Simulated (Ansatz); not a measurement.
## Photoemission of amorphous Ge

How wide do site differences make the core lines of amorphous Ge?

Method: DFT, PBEsol, plane-wave PAW, default files, scalar-relativistic, in Ansatz 0.2.0.

### 1. The starting structure

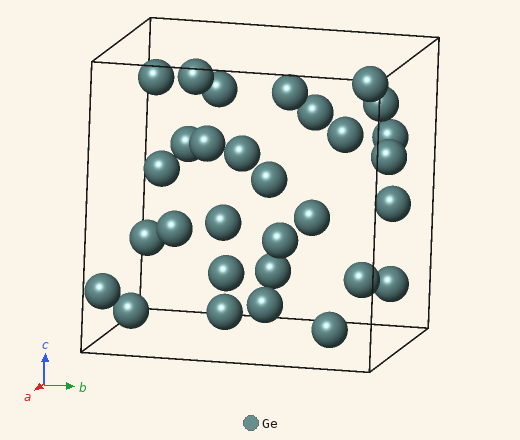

Start, viewed slightly off an axis; germanium teal.

The cell holds 30 atoms: 30 Ge. Its edges and angles: a = 8.978 Å, b = 8.978 Å, c = 8.978 Å, α = 90.0°, β = 90.0°, γ = 90.0°. How the cell was made: glass; density 5.0 g/cm³; hottest run set to 2200 K; random start, relaxed, three short dynamics runs, relaxed.

### 2. Relaxation

Random starting positions are first pushed apart, with loose settings.

Input file input.yaml:

```yaml
crystal:
  lattice:
    - [8.9779155195, 0.0, 0.0]
    - [0.0, 8.9779155195, 0.0]
    - [0.0, 0.0, 8.9779155195]
  atoms:
    - { symbol: Ge, position: [0.2616121342, 0.2984911434, 0.8142257406] }
    - { symbol: Ge, position: [0.0919159421, 0.600100526, 0.7285605268] }
    - { symbol: Ge, position: [0.1879010734, 0.0551466273, 0.2749693679] }
    - { symbol: Ge, position: [0.6574330149, 0.5622656628, 0.1500622633] }
    - { symbol: Ge, position: [0.4326307908, 0.6692972986, 0.4227846733] }
    - { symbol: Ge, position: [0.6331843993, 0.9674359525, 0.6830648223] }
    - { symbol: Ge, position: [0.3916248331, 0.1872525697, 0.3459606656] }
    - { symbol: Ge, position: [0.3181466006, 0.9242168965, 0.4709098854] }
    - { symbol: Ge, position: [0.6937588422, 0.1072073085, 0.1045435584] }
    - { symbol: Ge, position: [0.2019074475, 0.8844496737, 0.6798114615] }
    - { symbol: Ge, position: [0.8492363236, 0.6444362692, 0.4065423977] }
    - { symbol: Ge, position: [0.5165781941, 0.5934435178, 0.8621179849] }
    - { symbol: Ge, position: [0.8293561258, 0.4980560549, 0.6925181318] }
    - { symbol: Ge, position: [0.3390253746, 0.5228285039, 0.216223391] }
    - { symbol: Ge, position: [0.4564306209, 0.8977341471, 0.8351832047] }
    - { symbol: Ge, position: [0.1717770151, 0.1812062262, 0.6038055173] }
    - { symbol: Ge, position: [0.0994111179, 0.4505845356, 0.4884985731] }
    - { symbol: Ge, position: [0.5065514916, 0.9647618089, 0.2266260634] }
    - { symbol: Ge, position: [0.0128310935, 0.2966263297, 0.009805349] }
    - { symbol: Ge, position: [0.6133276765, 0.2854326055, 0.9096330101] }
    - { symbol: Ge, position: [0.9618699582, 0.0594348654, 0.2090597192] }
    - { symbol: Ge, position: [0.5630231833, 0.7706602295, 0.0640242313] }
    - { symbol: Ge, position: [0.903327927, 0.8669729635, 0.7937554154] }
    - { symbol: Ge, position: [0.9439107664, 0.2446600957, 0.6407818595] }
    - { symbol: Ge, position: [0.4225408376, 0.2954200074, 0.6511033852] }
    - { symbol: Ge, position: [0.1957635035, 0.0657042256, 0.8293194985] }
    - { symbol: Ge, position: [0.7278311985, 0.9081867944, 0.2703854733] }
    - { symbol: Ge, position: [0.9889826274, 0.9634961174, 0.9878528399] }
    - { symbol: Ge, position: [0.8230704432, 0.4570588016, 0.2771699675] }
    - { symbol: Ge, position: [0.058781247, 0.2892285601, 0.3232460882] }
kpoints:
  mp_grid: { grid: [1, 1, 1] }
scf:
  occupations: { method: fermi_dirac, width: 0.1 }
  n_extra_bands: 21
hamiltonian:
  xc: pbesol
  pseudopotentials: { kind: paw }
output:
  forces: true
basis:
  ecutwfc: 320
relax:
  f_tol: 0.2
  max_steps: 25
```

Command:

```console
$ ansatz run input.yaml --threads 4 --pin off --max-ram 20480MiB --backend cpu --events-out ev --progress --plain --runs-dir out
```

Numbers of over 12 decimals in the logs are rounded to 6 here.

The log of the run:

```text
Warning: basis.ecutwfc = 320 eV is below the records' recommended 420 eV, and the density's cutoff is lower with it unless basis.ecutrho_ratio is high enough to keep the records' density cutoff: compare with a run at a higher cutoff
scf.n_extra_bands = 21 over 210 filled bands (N_el = 420.0): the run solves 231 bands
Engine: ansatz 0.2.0, aarch64-unknown-linux-gnu
Pseudopotentials: kind: paw
Pseudopotential: Ge, paw, valence charge 14, recommended cutoff 420 eV (normal), Ge.paw.azcp
Functional definition: PBEsol
  exchange = pbesol_x
  correlation = pbesol_c
Crystal: 30 atoms, lattice volume = 723.647 Å³
Basis set: ecut = 320 eV, 9435 PW (Γ), exchange–correlation on 108×108×108 points (8 copies of the dense FFT grid, shifted against one another)
Bands: 231, of which v1, the nominal top of the filled ones, is band 210 counted from 1 (209 counted from 0)
Symmetry: 1 space group operations
Space group: P1 (ITA 1), of the structure as read, at distance tolerance 9.0e-5 Å
k-points: 1
Non-local potential: Ge, projectors of the file, l = 0: 2, l = 1: 2, l = 2: 3, l = 3: 1
PAW form: soft (Blöchl's): semilocal exchange-correlation on the pseudo side does not see the compensation charge
PAW frozen core: Ge, regenerated for the run's functional, and the local potential with it (the file was generated under x = pbe(κ = 0.804, μ = 0.219515), c = pbe(β = 0.066725))
PAW one-centre angular grid: Ge, 590 points (default); XC on 64 Gauss nodes
Initial density: superposition of atomic densities (neutral atoms: chi_scale 0, normalization atom), corrected by the library's trained network
Initial wavefunctions: pseudopotential atomic-orbital guess
Functional: x = pbesol(κ = 0.804, μ = 0.123457), c = pbesol(β = 0.046)
SCF iter   1: F=—  HF=-127572.607453 eV  |F-HF|=—  |Δ(HF+E_count)|=         —  Δρ=7.21e-3  dr2=1.42e0  ethr=1.77e-3  ⟨swp⟩=6.0  Hψ=980  notcnv=0
preconditioner: auto → LDOS  [metal: Δε(μ)=0.075 eV  Ē_g=20.556 eV  σ=0.100 eV  W_gap=0.18  n_scr=178 (ndim 8)  ℏωp=28.3 eV  f_vac=0.109  D(μ)=19.55/eV (n_scr^D=122)  β→1.0]
SCF iter   2: F=—  HF=-127572.425771 eV  |F-HF|=—  |Δ(HF+E_count)|=   1.82e-1  Δρ=5.40e-3  dr2=3.10e-1  ethr=3.38e-4  ⟨swp⟩=2.0  Hψ=511  notcnv=0
SCF iter   3: F=—  HF=-127572.310532 eV  |F-HF|=—  |Δ(HF+E_count)|=   1.15e-1  Δρ=1.76e-3  dr2=7.40e-2  ethr=7.39e-5  ⟨swp⟩=2.0  Hψ=462  notcnv=0
SCF iter   4: F=—  HF=-127572.295485 eV  |F-HF|=—  |Δ(HF+E_count)|=   1.50e-2  Δρ=5.83e-4  dr2=1.12e-2  ethr=1.76e-5  ⟨swp⟩=2.0  Hψ=442  notcnv=0
SCF iter   5: F=—  HF=-127572.293982 eV  |F-HF|=—  |Δ(HF+E_count)|=   1.50e-3  Δρ=1.83e-4  dr2=7.95e-4  ethr=2.67e-6  ⟨swp⟩=2.0  Hψ=268  notcnv=0
SCF iter   6: F=—  HF=-127572.293880 eV  |F-HF|=—  |Δ(HF+E_count)|=   1.02e-4  Δρ=6.03e-5  dr2=7.38e-5  ethr=1.89e-7  ⟨swp⟩=3.0  Hψ=502  notcnv=0
SCF iter   7: F=-127572.293866 eV  HF=-127572.293877 eV  |F-HF|=1.09e-5  |Δ(HF+E_count)|=   2.55e-6  Δρ=2.52e-5  dr2=1.29e-5  ethr=1.76e-8  ⟨swp⟩=3.0  Hψ=659  notcnv=0
SCF 1 converged in 7 iterations: F = -127572.293866 eV  dr2 = 1.29e-5
  greatest PAW one-centre occupation: 0.998 electrons in one spin orbital (limit 2), on the Ge atom at site 15 (counted from 0), in its partial waves of l = 2
relax step   1: F+E_penalty+E_count = -127572.29386631 eV  Δ(F+E_penalty+E_count) = +0.000e0 eV  max|allowed force component| = 7.483e0 eV/Å  Δτ_max = 0.0000 Å  (7 SCF iters, dr2 threshold 1.00e-4 eV, accepted)
Initial density: handed on by an earlier stage of this run
Initial wavefunctions: those handed on with the density
iter 1 solved again at ethr=2.98e-4 eV; its pass at ethr=3.10e-3 eV (dr2=1.25e0 eV) is discarded
SCF iter   1: F=—  HF=-127582.730510 eV  |F-HF|=—  |Δ(HF+E_count)|=         —  Δρ=9.21e-3  dr2=1.24e0  ethr=2.98e-4  ⟨swp⟩=1.0  Hψ=805  notcnv=0
preconditioner: auto → LDOS  [metal: Δε(μ)=0.200 eV  Ē_g=20.529 eV  σ=0.100 eV  W_gap=0.46  n_scr=178 (ndim 8)  ℏωp=28.3 eV  f_vac=0.100  D(μ)=18.13/eV (n_scr^D=122)  β→1.0]
SCF iter   2: F=—  HF=-127582.609910 eV  |F-HF|=—  |Δ(HF+E_count)|=   1.21e-1  Δρ=4.56e-3  dr2=3.28e-1  ethr=2.95e-4  ⟨swp⟩=3.0  Hψ=458  notcnv=0
SCF iter   3: F=—  HF=-127582.529469 eV  |F-HF|=—  |Δ(HF+E_count)|=   8.04e-2  Δρ=1.43e-3  dr2=5.39e-2  ethr=7.81e-5  ⟨swp⟩=2.0  Hψ=461  notcnv=0
SCF iter   4: F=—  HF=-127582.520305 eV  |F-HF|=—  |Δ(HF+E_count)|=   9.16e-3  Δρ=4.43e-4  dr2=5.56e-3  ethr=1.28e-5  ⟨swp⟩=2.0  Hψ=280  notcnv=0
SCF iter   5: F=—  HF=-127582.519537 eV  |F-HF|=—  |Δ(HF+E_count)|=   7.68e-4  Δρ=1.62e-4  dr2=5.53e-4  ethr=1.32e-6  ⟨swp⟩=2.0  Hψ=286  notcnv=0
SCF iter   6: F=-127582.519391 eV  HF=-127582.519445 eV  |F-HF|=5.39e-5  |Δ(HF+E_count)|=   9.14e-5  Δρ=5.44e-5  dr2=6.32e-5  ethr=2.38e-8  ⟨swp⟩=2.0  Hψ=738  notcnv=0
SCF 2 converged in 6 iterations: F = -127582.519391 eV  dr2 = 6.32e-5
  greatest PAW one-centre occupation: 0.998 electrons in one spin orbital (limit 2), on the Ge atom at site 17 (counted from 0), in its partial waves of l = 2
relax step   2: F+E_penalty+E_count = -127582.51939148 eV  Δ(F+E_penalty+E_count) = -1.023e1 eV  max|allowed force component| = 2.855e0 eV/Å  Δτ_max = 0.1941 Å  (6 SCF iters, dr2 threshold 1.00e-4 eV, accepted)
iter 1 solved again at ethr=1.91e-4 eV; its pass at ethr=3.10e-3 eV (dr2=8.02e-1 eV) is discarded
SCF iter   1: F=—  HF=-127587.522167 eV  |F-HF|=—  |Δ(HF+E_count)|=         —  Δρ=7.68e-3  dr2=7.92e-1  ethr=1.91e-4  ⟨swp⟩=1.0  Hψ=767  notcnv=0
preconditioner: auto → LDOS  [insulator: Δε(μ)=0.314 eV  Ē_g=20.481 eV  σ=0.100 eV  W_gap=0.66  n_scr=178 (ndim 8)  ℏωp=28.3 eV  f_vac=0.094  D(μ)=12.24/eV (n_scr^D=80)  ε∞_Penn≈2.9  β→1.0]
SCF iter   2: F=—  HF=-127587.435874 eV  |F-HF|=—  |Δ(HF+E_count)|=   8.63e-2  Δρ=3.14e-3  dr2=1.67e-1  ethr=1.88e-4  ⟨swp⟩=2.0  Hψ=311  notcnv=0
SCF iter   3: F=—  HF=-127587.399089 eV  |F-HF|=—  |Δ(HF+E_count)|=   3.68e-2  Δρ=1.01e-3  dr2=2.52e-2  ethr=3.98e-5  ⟨swp⟩=2.0  Hψ=450  notcnv=0
SCF iter   4: F=—  HF=-127587.394737 eV  |F-HF|=—  |Δ(HF+E_count)|=   4.35e-3  Δρ=2.62e-4  dr2=1.46e-3  ethr=5.99e-6  ⟨swp⟩=2.0  Hψ=280  notcnv=0
SCF iter   5: F=—  HF=-127587.394531 eV  |F-HF|=—  |Δ(HF+E_count)|=   2.06e-4  Δρ=8.63e-5  dr2=1.20e-4  ethr=3.47e-7  ⟨swp⟩=3.0  Hψ=503  notcnv=0
SCF iter   6: F=-127587.394505 eV  HF=-127587.394512 eV  |F-HF|=6.47e-6  |Δ(HF+E_count)|=   1.90e-5  Δρ=2.49e-5  dr2=9.40e-6  ethr=2.38e-8  ⟨swp⟩=2.0  Hψ=690  notcnv=0
SCF 3 converged in 6 iterations: F = -127587.394505 eV  dr2 = 9.40e-6
  greatest PAW one-centre occupation: 0.998 electrons in one spin orbital (limit 2), on the Ge atom at site 29 (counted from 0), in its partial waves of l = 2
[...]
relax step  15: F+E_penalty+E_count = -127598.77546461 eV  Δ(F+E_penalty+E_count) = -1.186e-5 eV  max|allowed force component| = 1.636e-1 eV/Å  Δτ_max = 0.0000 Å  (5 SCF iters, accepted)
relax step  16: F+E_penalty+E_count = -127599.00924964 eV  Δ(F+E_penalty+E_count) = -2.338e-1 eV  max|allowed force component| = 1.978e-1 eV/Å  Δτ_max = 0.1952 Å  (9 SCF iters, accepted)
relax step  17: F+E_penalty+E_count = -127599.31557065 eV  Δ(F+E_penalty+E_count) = -3.063e-1 eV  max|allowed force component| = 3.206e-1 eV/Å  Δτ_max = 0.1952 Å  (9 SCF iters, accepted)
relax step  18: F+E_penalty+E_count = -127599.69798400 eV  Δ(F+E_penalty+E_count) = -3.824e-1 eV  max|allowed force component| = 5.067e-1 eV/Å  Δτ_max = 0.1950 Å  (6 SCF iters, dr2 threshold 1.00e-4 eV, accepted)
relax step  19: F+E_penalty+E_count = -127600.06061530 eV  Δ(F+E_penalty+E_count) = -3.626e-1 eV  max|allowed force component| = 3.530e-1 eV/Å  Δτ_max = 0.1944 Å  (6 SCF iters, dr2 threshold 1.00e-4 eV, accepted)
relax step  20: F+E_penalty+E_count = -127600.26458670 eV  Δ(F+E_penalty+E_count) = -2.040e-1 eV  max|allowed force component| = 1.875e-1 eV/Å  Δτ_max = 0.1980 Å  (6 SCF iters, dr2 threshold 6.05e-5 eV, accepted)
relax step  21: F+E_penalty+E_count = -127600.26459846 eV  Δ(F+E_penalty+E_count) = -1.176e-5 eV  max|allowed force component| = 1.879e-1 eV/Å  Δτ_max = 0.0000 Å  (6 SCF iters, accepted)
relax step  22: F+E_penalty+E_count = -127600.30857306 eV  Δ(F+E_penalty+E_count) = -4.397e-2 eV  max|allowed force component| = 2.218e-1 eV/Å  Δτ_max = 0.1949 Å  (10 SCF iters, accepted)
relax step  23: F+E_penalty+E_count = -127600.34663247 eV  Δ(F+E_penalty+E_count) = -3.806e-2 eV  max|allowed force component| = 9.679e-2 eV/Å  Δτ_max = 0.1158 Å  (6 SCF iters, dr2 threshold 4.92e-5 eV, accepted)
iter 1 solved again at ethr=1.19e-9 eV; its pass at ethr=3.10e-3 eV (dr2=5.02e-6 eV) is discarded
SCF iter   1: F=—  HF=-127600.346725 eV  |F-HF|=—  |Δ(HF+E_count)|=         —  Δρ=1.67e-5  dr2=5.02e-6  ethr=1.19e-9  ⟨swp⟩=1.0  Hψ=568  notcnv=0
preconditioner: auto → LDOS  [insulator: Δε(μ)=0.615 eV  Ē_g=20.850 eV  σ=0.100 eV  W_gap=0.91  n_scr=178 (ndim 8)  ℏωp=28.3 eV  f_vac=0.132  D(μ)=2.03/eV (n_scr^D=6)  ε∞_Penn≈2.8  β→1.0]
SCF iter   2: F=—  HF=-127600.346640 eV  |F-HF|=—  |Δ(HF+E_count)|=   8.54e-5  Δρ=1.94e-5  dr2=2.71e-5  ethr=1.19e-9  ⟨swp⟩=2.0  Hψ=446  notcnv=0
SCF iter   3: F=—  HF=-127600.346636 eV  |F-HF|=—  |Δ(HF+E_count)|=   4.05e-6  Δρ=6.31e-6  dr2=2.87e-6  ethr=1.19e-9  ⟨swp⟩=2.0  Hψ=444  notcnv=0
SCF iter   4: F=—  HF=-127600.346636 eV  |F-HF|=—  |Δ(HF+E_count)|=   3.50e-7  Δρ=2.85e-6  dr2=5.22e-7  ethr=6.84e-10  ⟨swp⟩=2.0  Hψ=271  notcnv=0
SCF iter   5: F=-127600.346636 eV  HF=-127600.346636 eV  |F-HF|=1.13e-8  |Δ(HF+E_count)|=   7.32e-8  Δρ=7.84e-7  dr2=1.55e-8  ethr=2.38e-11  ⟨swp⟩=3.0  Hψ=736  notcnv=0
SCF 24 converged in 5 iterations: F = -127600.346636 eV  dr2 = 1.55e-8
relax step  24: F+E_penalty+E_count = -127600.34663556 eV  Δ(F+E_penalty+E_count) = -3.084e-6 eV  max|allowed force component| = 9.677e-2 eV/Å  Δτ_max = 0.0000 Å  (5 SCF iters, accepted)
SCF converged after 5 iterations
Free energy (F): -127600.346636 eV
Harris-Foulkes:  -127600.346636 eV  (|F-HF|=1.13e-8)
Internal energy: -127600.252682 eV  (E = F + TS)
E sigma→0 (E₀):  -127600.299659 eV
Entropy (-TS):   -0.093953 eV (-3.132 meV/atom)
Fermi energy:    7.353214 eV
--- Per-component energies (eV) ---
  E_band       = -4859.220762
  E_kinetic    = 3307.456077
  E_local      = -82828.798381  (includes V_loc(G=0)·N_el)
  E_nonlocal   = 12571.432693
  E_hartree    = 36675.681153
  E_xc         = -2245.392525
  E_vxc        = -1933.708091  (∫ρ·V_xc dr)
  E_paw        = -59327.952209  (= ΣΔE_a)
  E_vpaw       = -9326.953743  (= ΣTr[D̂ρ^β])
  E_aug_tail   = -0.015253  (compensation charges beyond the density's cutoff)
  E_ewald      = -35780.202323
  E_core_change = 27.538087  (= ΣΔE_core)
  E_smearing   = -0.093953  (= −TS)
  E_closure    = -0.000000  (closes the sum)
  Σ components = -127600.346636   (vs F -127600.346636, Δ=0.00e0)
--- Forces (eV/Å), atoms counted from 1 ---
  atom   1  Ge    -0.03635138     0.00009741     0.01966994
  atom   2  Ge     0.01932240     0.00441596    -0.08065404
  atom   3  Ge     0.03316596     0.02796240     0.03899063
  atom   4  Ge    -0.00301740    -0.00739952     0.03636936
  atom   5  Ge    -0.00216564     0.07027451     0.00980652
  atom   6  Ge    -0.00660659     0.06066849    -0.04169528
  atom   7  Ge    -0.00860198    -0.01438630    -0.06286538
  atom   8  Ge     0.05577160     0.01988439    -0.01754350
  atom   9  Ge     0.06106292     0.02234156     0.08351455
  atom  10  Ge    -0.04203871     0.01876820     0.00435480
  atom  11  Ge    -0.01352328    -0.03938905     0.05425052
  atom  12  Ge     0.06279244    -0.03188578    -0.01807089
  atom  13  Ge    -0.00304726     0.02924933    -0.03476126
  atom  14  Ge     0.02206161    -0.04137808    -0.03753482
  atom  15  Ge     0.08632681    -0.02243340     0.02410349
  atom  16  Ge     0.01725372     0.04747454    -0.02542068
  atom  17  Ge    -0.00120967     0.03697036     0.00977638
  atom  18  Ge     0.02142729     0.07850662     0.05258549
  atom  19  Ge     0.01689020    -0.09676745     0.04867670
  atom  20  Ge     0.02869640     0.04148728     0.04413909
  atom  21  Ge    -0.01902918     0.01320820    -0.08572142
  atom  22  Ge    -0.06802662    -0.08007058     0.00114065
  atom  23  Ge    -0.06179696    -0.03492828     0.05704039
  atom  24  Ge     0.04253410     0.03199761     0.03406923
  atom  25  Ge    -0.06254954    -0.01786320     0.00721266
  atom  26  Ge    -0.04826477     0.01443177     0.02073895
  atom  27  Ge    -0.03655390    -0.05449550    -0.00466146
  atom  28  Ge    -0.03683103     0.00524457    -0.06584728
  atom  29  Ge    -0.03055194    -0.03121697    -0.05585422
  atom  30  Ge     0.01286480    -0.05076113    -0.01581638
  max |Σ_I F_I| component: 7.96e-6 eV/Å
--- Relaxed structure (24 steps of the walk, 24 accepted, 0 SCFs on fresh bases) ---
  F+E_penalty+E_count = -127600.34663556 eV   max|allowed force component| = 9.677e-2 eV/Å
  atoms:
    - { symbol: Ge, position: [0.212013, 0.318442, 0.795371] }
    - { symbol: Ge, position: [0.028254, 0.548106, 0.755421] }
    - { symbol: Ge, position: [0.136463, 0.087082, 0.281216] }
    - { symbol: Ge, position: [0.592957, 0.471638, 0.045459] }
    - { symbol: Ge, position: [0.500647, 0.599910, 0.383440] }
    - { symbol: Ge, position: [0.634400, 0.977766, 0.711934] }
    - { symbol: Ge, position: [0.605474, 0.243496, 0.397390] }
    - { symbol: Ge, position: [0.436176, 0.828903, 0.545118] }
    - { symbol: Ge, position: [0.620279, 0.174591, 0.076889] }
    - { symbol: Ge, position: [0.183671, 0.827387, 0.717117] }
    - { symbol: Ge, position: [0.756585, 0.678980, 0.436083] }
    - { symbol: Ge, position: [0.560618, 0.523201, 0.722891] }
    - { symbol: Ge, position: [0.779587, 0.703205, 0.754261] }
    - { symbol: Ge, position: [0.404893, 0.378989, 0.232355] }
    - { symbol: Ge, position: [0.495604, 0.780641, 0.845724] }
    - { symbol: Ge, position: [0.165371, 0.105449, 0.590780] }
    - { symbol: Ge, position: [-0.010508, 0.414227, 0.498989] }
    - { symbol: Ge, position: [0.424166, 1.043652, 0.221359] }
    - { symbol: Ge, position: [-0.018010, 0.381657, -0.013184] }
    - { symbol: Ge, position: [0.639050, 0.247876, 0.796593] }
    - { symbol: Ge, position: [0.858401, 0.082498, 0.212191] }
    - { symbol: Ge, position: [0.551987, 0.764630, 0.152510] }
    - { symbol: Ge, position: [0.939676, 0.954432, 0.759388] }
    - { symbol: Ge, position: [0.920744, 0.252858, 0.723819] }
    - { symbol: Ge, position: [0.427885, 0.284830, 0.621379] }
    - { symbol: Ge, position: [0.344242, 0.055465, 0.831727] }
    - { symbol: Ge, position: [0.655082, 0.952687, 0.380758] }
    - { symbol: Ge, position: [1.088146, 1.069017, 0.994150] }
    - { symbol: Ge, position: [0.807834, 0.390955, 0.259616] }
    - { symbol: Ge, position: [0.112053, 0.369227, 0.241802] }
```

Run time: 65 s. Hardware: 4 threads of Arm Neoverse V1, shared host; peak memory 0.64 GiB.

The steps of the relaxation (22 of 24):

```csv
step,energy less that of the first step (eV),largest force component (eV/Å)
1,0.0000,7.4830
2,-10.2255,2.8552
3,-15.1006,1.5862
4,-18.0991,0.8208
5,-19.7358,0.8136
6,-21.0126,0.6225
8,-22.9355,0.5028
9,-23.7257,0.5636
10,-24.4791,0.4972
11,-25.2307,0.4004
12,-25.8374,0.3543
13,-26.2373,0.3847
14,-26.4816,0.1636
15,-26.4816,0.1636
16,-26.7154,0.1978
17,-27.0217,0.3206
19,-27.7667,0.3530
20,-27.9707,0.1875
21,-27.9707,0.1879
22,-28.0147,0.2218
23,-28.0528,0.0968
24,-28.0528,0.0968
```

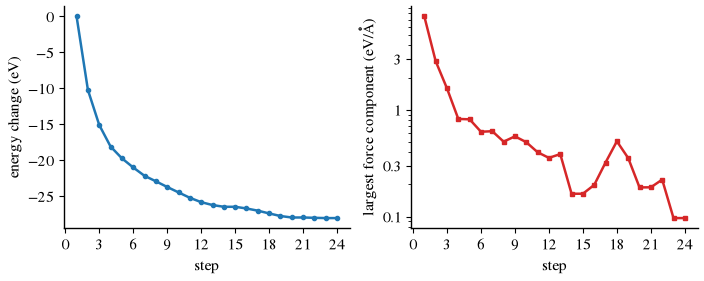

Energy and largest force along the relaxation.

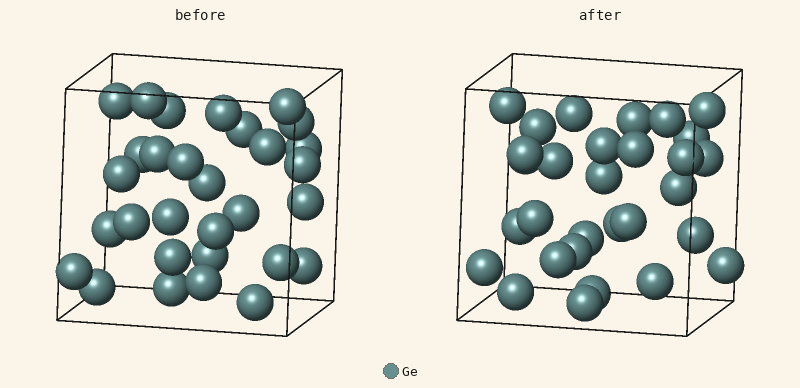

The structure before and after the relaxation, drawn at the same scale.

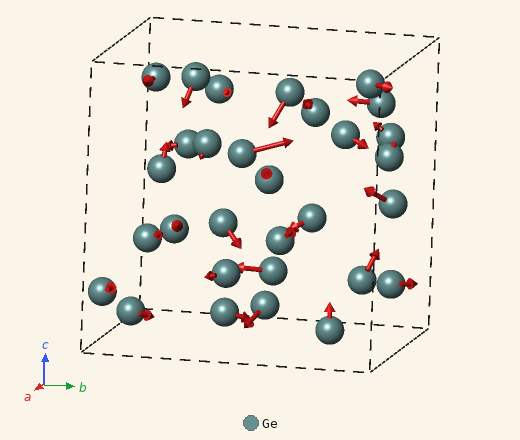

Displacements in the relaxation, scaled; the longest in the cell stands for 2.04 Å.

The atoms that moved most (Å):

```csv
atom,dx,dy,dz,length
Ge7,1.920,0.505,0.462,2.038
Ge13,-0.447,1.842,0.554,1.975
Ge8,1.060,-0.856,0.666,1.516
Ge12,0.395,-0.631,-1.250,1.455
Ge14,0.591,-1.291,0.145,1.428
Ge4,-0.579,-0.814,-0.939,1.371
Ge26,1.333,-0.092,0.022,1.336
Ge28,0.890,0.947,0.057,1.301
```

This step gave:

- free energy: -127600.3466 eV
- energy at zero smearing: -127600.2997 eV
- smearing term TS: 0.09395 eV
- Fermi energy: 7.353 eV
- gap by band count: 0.6151 eV
- symmetry operations: 1

The relaxation ends 935 meV an atom lower, with a largest force component of 0.097 eV/Å.

[end of part 1 of 6]

[Logs are printed without paths, hosts, clocks, repeated set-up lines and the standing remarks that a program may print on its own settings, such as how far it seeks lower states.]

[Hosts, paths, dates, database ids (printed as entryN), source tags and the programs' standing remarks are cut or masked in the printed files.]

[Maps of the electrostatic potential energy from Ansatz leave out the sawtooth potential of an applied field or a dipole correction, so their vacuum need not be flat; work functions include it.]
